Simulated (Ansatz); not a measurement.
Here is a crystal structure:

```yaml
crystal:
  lattice:
    - [4.49787, 0.00000, 0.00000]
    - [0.00000, 4.49787, 0.00000]
    - [0.00000, 0.00000, 4.49787]
  atoms:
    - { symbol: Ga, position: [0.00000, 0.00000, 0.00000] }
    - { symbol: N, position: [0.25000, 0.25000, 0.25000] }
    - { symbol: Ga, position: [0.00000, 0.50000, 0.50000] }
    - { symbol: N, position: [0.25000, 0.75000, 0.75000] }
    - { symbol: Ga, position: [0.50000, 0.00000, 0.50000] }
    - { symbol: N, position: [0.75000, 0.25000, 0.75000] }
    - { symbol: Ga, position: [0.50000, 0.50000, 0.00000] }
    - { symbol: N, position: [0.75000, 0.75000, 0.25000] }
```

> Characterise the structure given above.

The formula is GaN. Its lattice is face-centred cubic, its space group F-43m (No. 216). In terms of structure types, this is zinc blende (sphalerite type). The cell holds 8 atoms (4 Ga, 4 N), Z = 4. The polyhedra are GaN4 tetrahedra; they share corners. Each Ga atom is coordinated by four N in a tetrahedral arrangement at 1.95 Å. The neighbours of N are four Ga in a tetrahedral arrangement at 1.95 Å. The bonds build a three-dimensional framework.

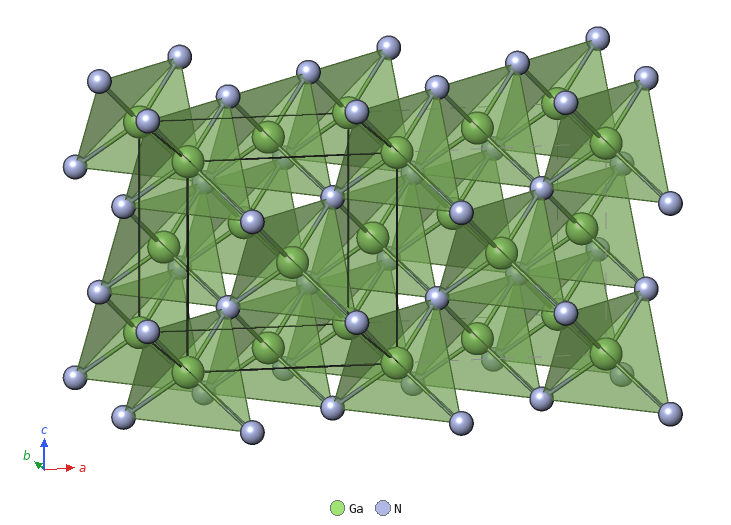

We look at a polyhedral model of the crystal slightly off an axis. Solid lines give the conventional unit cell, repeated here 2×1×1 times. Some neighbours outside the box are added. Colours: gallium green, nitrogen light blue.

The structure was taken from a structure listed in the Materials Project. This is the structure after a relaxation with DFT r2SCAN, scalar-relativistic, plane waves, PAW in Ansatz 0.2.0.
